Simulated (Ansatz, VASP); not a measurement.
# Cross-check of Nb (Niobium) between VASP and Ansatz

One calculation is typed for both programs; each brings its own data sets and cutoff. How far apart do they land?

Main program and level: Ansatz 0.2.0; plane waves, with VASP 6.6.1 beside it; relaxation of cell and atoms at PBE.

### Step 1. The starting structure

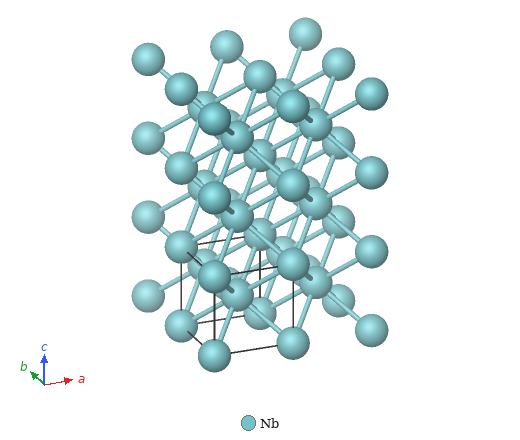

The cell as given, from a free direction (niobium teal). 2×2×3 cells are drawn. This picture shows the conventional cell, with its axes. Some periodic images of atoms are drawn too.

### Step 2. Ansatz: relaxation of cell and atoms, PBE

Ansatz runs on its default PAW (the set named soft_2) files.

The relaxed volume is the usual yardstick between codes: its relative difference is about their pressure difference at one cell divided by the bulk modulus.

Contents of input.yaml:

```yaml
crystal:
  lattice:
    - [-1.6502, 1.6502, 1.6502]
    - [1.6502, -1.6502, 1.6502]
    - [1.6502, 1.6502, -1.6502]
  atoms:
    - { symbol: Nb, position: [0.0, 0.0, 0.0] }
hamiltonian:
  xc: pbe
  pseudopotentials: { kind: paw }
kpoints:
  mp_grid: { grid: [12, 12, 12] }
scf:
  occupations: { method: methfessel_paxton, width: 0.1 }
relax:
  f_tol: 0.01
  max_steps: 60
  cell: { stress_tol: 0.05 }
output:
  forces: true
  stress: true
```

Started as:

```sh
$ ansatz run input.yaml --threads 4 --pin off --max-ram 9216MiB --backend cpu --events-out ev --progress --plain --runs-dir out
```

Numbers of over 12 decimals in the logs are rounded to 6 here.

What it wrote:

```text
Engine: ansatz 0.2.0, aarch64-unknown-linux-gnu
Pseudopotentials: kind: paw
Pseudopotential: Nb, paw, valence charge 13, recommended cutoff 420 eV (normal), Nb.paw.azcp
Functional definition: PBE
  parameter kappa = 0.804
  parameter beta = 0.066725
  exchange = pbe_x(kappa = kappa, mu = beta*pi^2/3)
  correlation = pbe_c(beta = beta)
Crystal: 1 atoms, lattice volume = 17.975 Å³
Basis set: ecut = 420 eV, 369 PW (Γ), exchange–correlation on 40×40×40 points (8 copies of the dense FFT grid, shifted against one another)
Bands: 11, of which v1, the nominal top of the filled ones, is band 7 counted from 1 (6 counted from 0)
Symmetry: 48 space group operations
Space group: Im-3m (ITA 229), of the structure as read, at distance tolerance 2.6e-5 Å
k-points: 72 of 1728
Non-local potential: Nb, projectors of the file, l = 0: 3, l = 1: 2, l = 2: 2, l = 3: 1
PAW form: soft (Blöchl's): semilocal exchange-correlation on the pseudo side does not see the compensation charge
PAW one-centre angular grid: Nb, 590 points (default); XC on 64 Gauss nodes
Initial density: superposition of atomic densities (neutral atoms: chi_scale 0, normalization atom), corrected by the library's trained network
Initial wavefunctions: pseudopotential atomic-orbital guess
Functional: x = pbe(κ = 0.804, μ = 0.219515), c = pbe(β = 0.066725)
SCF iter   1: F=—  HF=-4552.295718 eV  |F-HF|=—  |Δ(HF+E_count)|=         —  Δρ=4.01e-3  dr2=2.27e-3  ethr=1.77e-3  ⟨swp⟩=5.0  Hψ=4594  notcnv=0
preconditioner: auto → none  [metal: Δε(μ)=0.019 eV  Ē_g=7.626 eV  σ=0.100 eV  W_gap=0.16  n_scr=0 (ndim 8)  ℏωp=19.6 eV  f_vac=0.000  D(μ)=0.88/eV (n_scr^D=12)]
SCF iter   2: F=—  HF=-4552.295245 eV  |F-HF|=—  |Δ(HF+E_count)|=   4.72e-4  S|Δr|=    0.00e0  Δρ=1.61e-3  dr2=2.19e-4  ethr=1.75e-5  ⟨swp⟩=2.2  Hψ=1653  notcnv=0
SCF iter   3: F=—  HF=-4552.295252 eV  |F-HF|=—  |Δ(HF+E_count)|=   6.94e-6  S|Δr|=    0.00e0  Δρ=4.94e-4  dr2=2.21e-5  ethr=1.69e-6  ⟨swp⟩=1.0  Hψ=769  notcnv=0
SCF iter   4: F=—  HF=-4552.295254 eV  |F-HF|=—  |Δ(HF+E_count)|=   2.20e-6  S|Δr|=    0.00e0  Δρ=3.44e-5  dr2=5.29e-8  ethr=7.69e-10  ⟨swp⟩=3.9  Hψ=2929  notcnv=0
SCF iter   5: F=-4552.295254 eV  HF=-4552.295254 eV  |F-HF|=5.22e-10  |Δ(HF+E_count)|=   1.83e-8  S|Δr|=    0.00e0  Δρ=4.86e-6  dr2=1.15e-9  ethr=4.07e-10  ⟨swp⟩=2.0  Hψ=2709  notcnv=0
SCF 1 converged in 5 iterations: F = -4552.295254 eV  dr2 = 1.15e-9
  greatest PAW one-centre occupation: 0.998 electrons in one spin orbital (limit 2), on the Nb atom at site 0 (counted from 0), in its partial waves of l = 0
relax step   1: F+E_penalty+E_count = -4552.29525419 eV  Δ(F+E_penalty+E_count) = +0.000e0 eV  max|allowed force component| = 0.000e0 eV/Å  Δτ_max = 0.0000 Å  P = +1.422 GPa  Ω = 17.975 Å³  (5 SCF iters, dr2 threshold 1.00e-7 eV, accepted)
[...]
relax step   2: F+E_penalty+E_count = -4552.29193609 eV  Δ(F+E_penalty+E_count) = +3.318e-3 eV  max|allowed force component| = 0.000e0 eV/Å  Δτ_max = 0.0000 Å  P = -3.359 GPa  Ω = 18.481 Å³  energy of the carried Pulay correction = -9.391e-5 eV  (4 SCF iters, dr2 threshold 1.00e-7 eV, rejected (line search))
[...]
relax step   3: F+E_penalty+E_count = -4552.29586023 eV  Δ(F+E_penalty+E_count) = -6.060e-4 eV  max|allowed force component| = 0.000e0 eV/Å  Δτ_max = 0.0000 Å  P = -0.038 GPa  Ω = 18.123 Å³  energy of the carried Pulay correction = -2.767e-5 eV  (6 SCF iters, accepted)
[...]
relax step   4: F+E_penalty+E_count = -4552.29588521 eV  Δ(F+E_penalty+E_count) = -2.498e-5 eV  max|allowed force component| = 0.000e0 eV/Å  Δτ_max = 0.0000 Å  P = -0.038 GPa  Ω = 18.123 Å³  stress off target by 3.80e-2 GPa  SCF on the basis re-selected at this cell (its energy is not comparable with the rows above)  (4 SCF iters)
basis re-selected at this cell: Δ(F+E_penalty+E_count) = -2.498e-5 eV, ΔP = +0.000 GPa vs the last step (what re-selecting the basis moved, of the pressure what is left beyond the Pulay correction that the steps carried, after the strain that the cell walked since its last selection, with what the two solves' SCF thresholds leave and, on support functions, any second-order correction that the steps lacked; it is no measure of the basis error at this ecutwfc). This SCF's stress stands 3.80e-2 GPa from its target on what of the cell is left free (relax.cell.stress_tol is 5.00e-2 GPa) and its largest allowed force component is 0.00e0 eV/Å (relax.f_tol is 1.00e-2 eV/Å): [rest of the remark cut]
SCF converged after 4 iterations
Stability not checked: this state was not tested for a lower state beside it, because cold or Methfessel-Paxton smearing, or corrected tetrahedra, fill the levels in a way that the test cannot read (fill_not_monotonic; see scf.lower_state_search)
Free energy (F): -4552.295885 eV
Harris-Foulkes:  -4552.295885 eV  (|F-HF|=2.73e-12)
Internal energy: -4552.296777 eV  (E = F + TS)
E sigma→0 (E₀):  -4552.296108 eV
Entropy (-TS):   0.000892 eV (0.892 meV/atom)
Fermi energy:    17.600559 eV
--- Per-component energies (eV) ---
  E_band       = -69.077411
  E_kinetic    = 394.965351
  E_local      = -696.924896  (includes V_loc(G=0)·N_el)
  E_nonlocal   = 119.880837
  E_hartree    = 216.904873
  E_xc         = -175.680623
  E_vxc        = -213.139432  (∫ρ·V_xc dr)
  E_paw        = -3073.408142  (= ΣΔE_a)
  E_vpaw       = -107.669025  (= ΣTr[D̂ρ^β])
  E_aug_tail   = 0.000006  (compensation charges beyond the density's cutoff)
  E_ewald      = -1338.034181
  E_smearing   = 0.000892  (= −TS)
  E_closure    = 0.000000  (closes the sum)
  Σ components = -4552.295885   (vs F -4552.295885, Δ=0.00e0)
--- Forces (eV/Å), atoms counted from 1 ---
  atom   1  Nb    -0.00000000    -0.00000000    -0.00000000
  max |Σ_I F_I| component: 1.44e-32 eV/Å
--- Stress (GPa, compression-positive) ---
       -0.038031      -0.000000      -0.000000
        0.000000      -0.038031       0.000000
       -0.000000       0.000000      -0.038031
  P = ⅓ Tr σ = -0.0380 GPa (-0.380 kbar)
--- Relaxed structure (3 steps of the walk, 2 accepted, 1 SCFs on fresh bases) ---
  F+E_penalty+E_count = -4552.29588521 eV   max|allowed force component| = 0.000e0 eV/Å   (the final SCF, on the basis selected at the relaxed cell)
  cell:  # Å, volume = 18.1227 Å³
    - [-1.654707, 1.654707, 1.654707]
    - [1.654707, -1.654707, 1.654707]
    - [1.654707, 1.654707, -1.654707]
  atoms:
    - { symbol: Nb, position: [0.0, 0.0, 0.0] }
```

It took 1.1 s on 4 threads of Arm Neoverse V1, shared host; peak memory 0.28 GiB.

### Step 3. VASP: relaxation of cell and atoms, PBE

The same cell, functional, mesh and smearing now go to VASP, with its own data sets and cutoff.

Lines of VASP's logs that name or quote its potential files are left out, and so is its time.

Contents of INCAR:

```
SYSTEM = Nb
PREC = Accurate
ENCUT = 450
EDIFF = 1E-06
NELM = 100
ISMEAR = 1
SIGMA = 0.1
LREAL = .FALSE.
ALGO = Normal
GGA = PE
NBANDS = 12
LORBIT = 11
LWAVE = .FALSE.
LCHARG = .FALSE.
KPAR = 2
IBRION = 2
NSW = 50
ISIF = 3
EDIFFG = -0.01
```

Contents of POSCAR:

```
Nb
1.0
   -1.6502000000      1.6502000000      1.6502000000
    1.6502000000     -1.6502000000      1.6502000000
    1.6502000000      1.6502000000     -1.6502000000
Nb
1
Direct
    0.0000000000      0.0000000000      0.0000000000
```

Contents of KPOINTS:

```
Automatic mesh
0
Gamma
12 12 12
0 0 0
```

Potentials, in the order of the species: Nb_sv (PBE family, release 64).

Started as:

```sh
$ mpirun -np 2 vasp_std
```

What it wrote:

```text
[banner, memory and clock lines left out]
running    2 mpi-ranks, on    1 nodes
 distrk:  each k-point on    1 cores,    2 groups
 distr:  one band on    1 cores,    1 groups

 POSCAR found type information on POSCAR Nb
 POSCAR found :  1 types and       1 ions
 LDA part: xc-table for (Slater+PW92), standard interpolation
 POSCAR, INCAR and KPOINTS ok, starting setup
 FFT: planning ... GRIDC
 FFT: planning ... GRID_SOFT
 FFT: planning ... GRID
 WAVECAR not read
 entering main loop
       N       E                     dE             d eps       ncg     rms          rms(c)
DAV:   1     0.105072729342E+03    0.10507E+03   -0.65973E+03  1736   0.966E+02
DAV:   2    -0.663067151968E+01   -0.11170E+03   -0.10799E+03  1912   0.361E+02
DAV:   3    -0.104065149491E+02   -0.37758E+01   -0.35858E+01  2400   0.581E+01
DAV:   4    -0.106357692403E+02   -0.22925E+00   -0.22788E+00  2492   0.133E+01
DAV:   5    -0.106444351076E+02   -0.86659E-02   -0.86643E-02  2444   0.205E+00    0.730E+00
DAV:   6    -0.102678687332E+02    0.37657E+00   -0.57588E-01  2740   0.940E+00    0.258E+00
DAV:   7    -0.102217412813E+02    0.46127E-01   -0.18729E-01  2852   0.532E+00    0.961E-01
DAV:   8    -0.102267935905E+02   -0.50523E-02   -0.11624E-02  2076   0.140E+00    0.605E-02
DAV:   9    -0.102268581902E+02   -0.64600E-04   -0.97497E-04  2840   0.311E-01    0.389E-02
DAV:  10    -0.102268754300E+02   -0.17240E-04   -0.23770E-05  2064   0.622E-02    0.126E-02
DAV:  11    -0.102268679353E+02    0.74946E-05   -0.42319E-06  2236   0.329E-02    0.204E-03
DAV:  12    -0.102268680659E+02   -0.13050E-06   -0.11707E-07  1192   0.430E-03
   1 F= -.10226868E+02 E0= -.10227151E+02  d E =-.102269E+02
 curvature:   0.00 expect dE= 0.000E+00 dE for cont linesearch  0.000E+00
 trial: gam= 0.00000 g(F)=  0.117E-63 g(S)=  0.112E-02 ort = 0.000E+00 (trialstep = 0.100E+01)
 search vector abs. value=  0.112E-02
 bond charge predicted
       N       E                     dE             d eps       ncg     rms          rms(c)
DAV:   1    -0.102490117804E+02   -0.22144E-01   -0.62830E-01  2284   0.110E+01    0.119E+00
DAV:   2    -0.102279031425E+02    0.21109E-01   -0.49942E-02  2476   0.287E+00    0.355E-01
DAV:   3    -0.102254870843E+02    0.24161E-02   -0.17563E-02  3084   0.130E+00    0.212E-01
DAV:   4    -0.102259116489E+02   -0.42456E-03   -0.36491E-04  2324   0.197E-01    0.111E-01
DAV:   5    -0.102263720062E+02   -0.46036E-03   -0.11538E-03  2876   0.216E-01    0.484E-02
DAV:   6    -0.102263604978E+02    0.11508E-04   -0.32973E-05  1960   0.687E-02    0.775E-03
DAV:   7    -0.102263591755E+02    0.13223E-05   -0.52787E-06  2688   0.180E-02    0.366E-03
DAV:   8    -0.102263595853E+02   -0.40979E-06   -0.97659E-08  1020   0.363E-03
   2 F= -.10226360E+02 E0= -.10226663E+02  d E =0.508481E-03
 trial-energy change:    0.000508  1 .order    0.000503   -0.001115    0.002122
 step:   0.3423(harm=  0.3446)  dis= 0.00000  next Energy=   -10.227059 (dE=-0.191E-03)
 bond charge predicted
       N       E                     dE             d eps       ncg     rms          rms(c)
DAV:   1    -0.102367567967E+02   -0.10398E-01   -0.27070E-01  2272   0.724E+00    0.789E-01
DAV:   2    -0.102277335858E+02    0.90232E-02   -0.20976E-02  2436   0.187E+00    0.236E-01
DAV:   3    -0.102266434607E+02    0.10901E-02   -0.75684E-03  3088   0.864E-01    0.144E-01
DAV:   4    -0.102268548860E+02   -0.21143E-03   -0.16807E-04  2336   0.135E-01    0.716E-02
DAV:   5    -0.102270587988E+02   -0.20391E-03   -0.51930E-04  2844   0.147E-01    0.315E-02
DAV:   6    -0.102270580754E+02    0.72342E-06   -0.15326E-05  2000   0.458E-02    0.423E-03
DAV:   7    -0.102270583948E+02   -0.31942E-06   -0.32533E-06  2484   0.123E-02
   3 F= -.10227058E+02 E0= -.10227345E+02  d E =-.190329E-03
 curvature:  -0.17 expect dE=-0.198E-10 dE for cont linesearch -0.198E-10
 trial: gam=-0.00032 g(F)=  0.181E-61 g(S)=  0.115E-09 ort = 0.358E-06 (trialstep = 0.868E+00)
 search vector abs. value=  0.100E-09
 reached required accuracy - stopping structural energy minimisation
```

OUTCAR, selected parts (step 3):

```text
ion  position               nearest neighbor table
   1  0.000  0.000  0.000-

  LATTYP: Found a body centered cubic cell.
 ALAT       =     3.3004000000

 Subroutine GETGRP returns: Found 48 space group operations
 (whereof 48 operations were pure point group operations)

The static configuration has the point symmetry O_h .

 Found     72 irreducible k-points:

   k-points           NKPTS =     72   k-points in BZ     NKDIM =     72   number of bands    NBANDS=     12

   dimension x,y,z NGX =    20 NGY =   20 NGZ =   20
   dimension x,y,z NGXF=    40 NGYF=   40 NGZF=   40

   ENCUT  =  450.0 eV  33.07 Ry    5.75 a.u.   4.94  4.94  4.94*2*pi/ulx,y,z

   NELECT =      13.0000    total number of electrons

 k-points in reciprocal lattice and weights: Automatic mesh
   0.00000000  0.00000000  0.00000000       0.001
   0.08333333  0.00000000  0.00000000       0.007
   0.16666667  0.00000000  0.00000000       0.007
   0.25000000  0.00000000  0.00000000       0.007
   0.33333333  0.00000000  0.00000000       0.007
   0.41666667  0.00000000  0.00000000       0.007
   0.50000000  0.00000000  0.00000000       0.003
   0.08333333  0.08333333  0.00000000       0.014
   0.16666667  0.08333333 -0.00000000       0.028
[...]
0.50000000  0.50000000  0.41666667       0.007
   0.50000000  0.50000000  0.50000000       0.001

 average (electrostatic) potential at core
       1 -76.8166

 E-fermi :  11.0974

 k-point     1 :       0.0000    0.0000    0.0000
  band No.  band energies     occupation
      1     -43.2267      2.00000
      2     -18.5301      2.00000
      3     -18.5301      2.00000
      4     -18.5301      2.00000
      5       5.2116      2.00000
      6      11.5147     -0.00000
      7      11.5147     -0.00000
      8      11.5147     -0.00000
      9      14.4129      0.00000
     10      14.4129      0.00000
    ...

 k-point     2 :       0.0833    0.0000    0.0000
  band No.  band energies     occupation
      1     -43.2108      2.00000
      2     -18.6272      2.00000
      3     -18.5596      2.00000
      4     -18.5309      2.00000
      5       5.4956      2.00000
      6      11.3417     -0.00297
      7      11.4685     -0.00000
      8      11.7877     -0.00000
      9      14.1614      0.00000
     10      14.4148      0.00000
    ...

 k-point     3 :       0.1667    0.0000    0.0000
  band No.  band energies     occupation
    ...
      2     -18.8867      2.00000
      3     -18.6394      2.00000
      4     -18.5331      2.00000
      5       6.2549      2.00000
      6      10.9060      2.02092
      7      11.2527     -0.05041
      8      12.5819     -0.00000
      9      13.8320      0.00000
     10      14.4479      0.00000
     11      25.9409      0.00000
    ...

  Total        0.0000282      0.0000282      0.0000282      0.0000000      0.0000000     -0.0000000
  in kB        0.0025039      0.0025039      0.0025039      0.0000000      0.0000000     -0.0000000
  external PRESSURE =       0.0025039 kB  Pullay stress =       0.0000000 kB

  energy-cutoff  :      450.00
  volume of cell :       18.05
      direct lattice vectors                 reciprocal lattice vectors
    -1.652592516  1.652592516  1.652592516     0.000000000  0.302554922  0.302554922
     1.652592516 -1.652592516  1.652592516     0.302554922  0.000000000  0.302554922
     1.652592516  1.652592516 -1.652592516     0.302554922  0.302554922  0.000000000

 POSITION                                       TOTAL-FORCE (eV/Angst)
 -----------------------------------------------------------------------------------
      0.00000      0.00000      0.00000         0.000000     -0.000000      0.000000
 -----------------------------------------------------------------------------------
    total drift:                                0.000000     -0.000000      0.000000

  FREE ENERGIE OF THE ION-ELECTRON SYSTEM (eV)
  ---------------------------------------------------
  free  energy   TOTEN  =       -10.2270583948 eV

  energy  without entropy=      -10.2279194407  energy(sigma->0) =      -10.22734541

 reached required accuracy - stopping structural energy minimisation

 total charge
# of ion       s       p       d       tot
------------------------------------------
    1        2.221   5.997   2.508  10.727

[... 3 further parts left out ...]
```

### Step 4. Side by side

Known differences besides the PAW data sets themselves: both relaxations stop at a tolerance, which leaves soft axes loose, and VASP keeps its plane-wave basis; the cutoff is 420 eV in Ansatz and 450 eV in VASP; VASP leaves aspherical gradient terms in its spheres out (LASPH is not set), Ansatz keeps them; Ansatz adds a Pulay correction to the stress that steers its cell, VASP none. Total energies have different zeros and are not compared.

Compared:

```
                                         quantity  Ansatz   VASP  difference
                                      volume (Å³)   18.12  18.05     +0.38 %
edge a after relaxation, in the typed setting (Å)   2.866  2.862     +0.13 %
```

The walks stopped with -0.04 GPa left in Ansatz and 0.00 GPa in VASP; each walk ends within a tolerance, so the volume difference is uncertain by about these residues over the bulk modulus, most in soft cells.

### Step 5. What came out

```yaml
difference_in_volume_relaxation_of_cell_and_atoms_pbe: 0.38 %
```

**Reading.** The difference in volume is 0.38 % (relaxation of cell and atoms, PBE), within the 1.2 % picked in this series as the mark of a large difference, as far as the stopping tolerances let one tell. Differences of this kind measure data sets and numerical settings, not the functional's error against experiment.

[Lines on the potential files, build, host, timing and source positions are cut from VASP's logs without a mark.]

[Logs are printed without paths, hosts, clocks, repeated set-up lines and the standing remarks that a program may print on its own settings, such as how far it seeks lower states.]

[Hosts, paths, dates, database ids (printed as entryN), source tags and the programs' standing remarks are cut or masked in the printed files.]
